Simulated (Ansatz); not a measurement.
**SiH2F (SMILES F[SiH2]) at U-r2SCAN0/STO-3G**

Aim: the electronic atomisation energy of SiH2F at U-r2SCAN0/STO-3G, from 4 runs. 

The results are computed with Ansatz 0.2.0.

46 further runs of the same task are left out: 46 set aside as unsound or not needed.

## Step 1: The molecule

SiH2F: 4 atoms, total charge 0, spin state doublet. SMILES: `F[SiH2]`. Geometry: relaxed at GFN2-xTB.

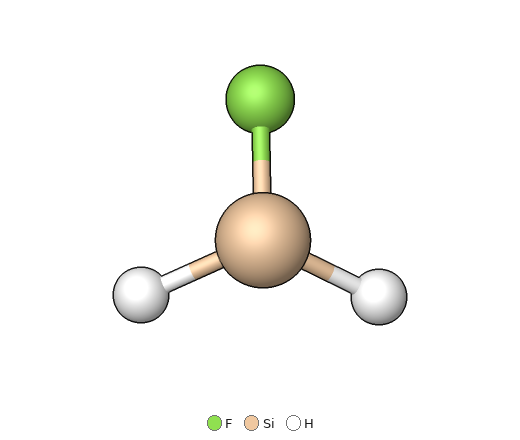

The structure, seen from a chosen angle (fluorine green, silicon light orange, hydrogen white).

## Step 2: The energy at U-r2SCAN0/STO-3G

in.yaml

```yaml
basis:
  gaussian:
    orbitals: STO-3G
crystal:
  periodic: [false, false, false]
  atoms:
    - {symbol: F, position_ang: [1.205590, 0.647540, -0.425510]}
    - {symbol: Si, position_ang: [-0.122150, -0.264920, -0.246870]}
    - {symbol: H, position_ang: [-1.219930, 0.678520, -0.261640]}
    - {symbol: H, position_ang: [0.136490, -1.061140, 0.934020]}
magnetization:
  spin_polarized: true
  initial_magnetization: 1
hamiltonian:
  xc: {name: r2SCAN0}
accuracy: high
```

Started as:

```console
$ ansatz run in.yaml --threads 1 --pin off --max-ram 2610MiB --events-out events.jsonl --progress --plain --runs-dir runs
```

The program printed:

```text
Warning: RAYON_NUM_THREADS=1 ignored (pool sized by the plan → 1); use --threads N
Functional definition: r2SCAN0
  name "r2SCAN0"
  parameter a = 0.25
  parameter k0 = 0.174
  parameter k1 = 0.065
  parameter a1 = 4.9479
  exchange = (1 - a)*r2scan_x(k0 = k0, k1 = k1, a1 = a1) + a*exact_x
  correlation = r2scan_c
270 factors; integrals over basis functions are off by at most 2.6e-8 eV
mean field evaluation 1: about -10492.1645 eV, gradient 1.0e1 eV
mean field evaluation 2: about -10491.9540 eV, gradient 1.3e1 eV
mean field evaluation 4: about -10493.0877 eV, gradient 2.2e-1 eV
mean field evaluation 8: about -10493.0699 eV, gradient 9.0e-3 eV
mean field evaluation 16: about -10493.0699 eV, gradient 2.1e-7 eV
mean field -10493.06989003 eV, -385.6132060005 hartree, gradient 4.5e-8 eV, S^2 0.750783; 0 other end points of the search recorded, 0 dependent functions left out
reference -10493.06989054 eV, -385.6132060192 hartree; 13, 12 occupied and 3, 4 virtual orbitals, 270 factors
Total energy: -10493.06989054 eV, -385.6132060192 hartree
```

Wall time 3.6 s (1 thread of Arm Neoverse V1, shared host); peak memory 0.2 GiB.

## Step 3: The F atom at the same level

run.yaml

```yaml
crystal:
  periodic: [false, false, false]
  atoms:
    - {symbol: F, position_ang: [0.000000, 0.000000, 0.000000]}
basis:
  gaussian:
    orbitals: STO-3G
magnetization:
  spin_polarized: true
  initial_magnetization: 1
hamiltonian:
  xc: {name: r2SCAN0}
accuracy: high
```

Run the same way, it converges to -98.26148 Eh (log not shown).

## Step 4: The H atom, same level

in.yaml

```yaml
crystal:
  periodic: [false, false, false]
  atoms:
    - {symbol: H, position_ang: [0.000000, 0.000000, 0.000000]}
basis:
  gaussian: {orbitals: STO-3G}
accuracy: high
hamiltonian: {xc: {name: r2SCAN0}}
magnetization: {spin_polarized: true, initial_magnetization: 1}
```

Run the same way, it converges to -0.46649 Eh (log not shown).

## Step 5: The Si atom

input.yaml

```yaml
crystal:
  periodic: [false, false, false]
  atoms:
    - {symbol: Si, position_ang: [0.000000, 0.000000, 0.000000]}
basis:
  gaussian: {orbitals: STO-3G}
magnetization: {spin_polarized: true, initial_magnetization: 2}
accuracy: high
hamiltonian: {xc: {name: r2SCAN0}}
```

Run the same way, it converges to -285.92557 Eh (log not shown).

## Step 6: Summary of results

Level: U-r2SCAN0/STO-3G.

```
                     quantity          value
       molecule: total energy  -385.61321 Eh
               molecule: ⟨S²⟩          0.751
         F atom: total energy   -98.26148 Eh
                 F atom: ⟨S²⟩          0.750
         H atom: total energy    -0.46649 Eh
                 H atom: ⟨S²⟩          0.750
        Si atom: total energy  -285.92557 Eh
                Si atom: ⟨S²⟩          2.000
electronic atomisation energy      13.420 eV
```

Taking the molecule apart into free atoms costs 13.42 eV (1295 kJ/mol), before zero-point energy and without spin-orbit coupling. In a minimal basis such a difference can be off by several eV, whatever the method.
